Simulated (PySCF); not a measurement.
SMILES C=CCC=O (C4H6O), singlet at its GFN2-xTB optimised geometry (Å):

```
11

C      1.2448    -0.6044     0.0000
C     -0.0741    -0.6044     0.0000
C     -0.9121     0.6371     0.0000
C     -1.8127     0.6772     1.2042
O     -1.9703     1.6239     1.9190
H      1.8127    -1.5187     0.0021
H      1.8127     0.3111    -0.0082
H     -0.6258    -1.5355     0.0105
H     -1.5672     0.6270    -0.8784
H     -0.2946     1.5355    -0.0301
H     -2.3461    -0.2766     1.3885
```

Method: CAM-B3LYP/def2-TZVP run with PySCF 2.14.0.

Map of the log10 of the electron density (e/bohr³), floored at −4 on the plane z = 0.6 Å:

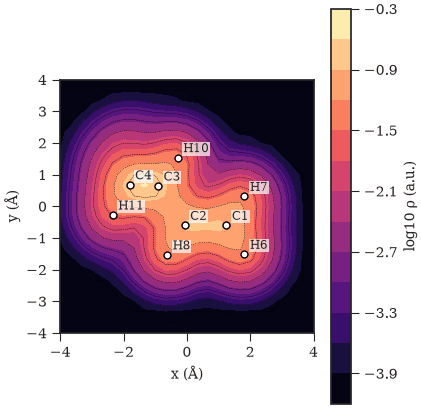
Figure. Log10 of the electron density (e/bohr³), floored at −4 on the plane z = 0.6 Å.
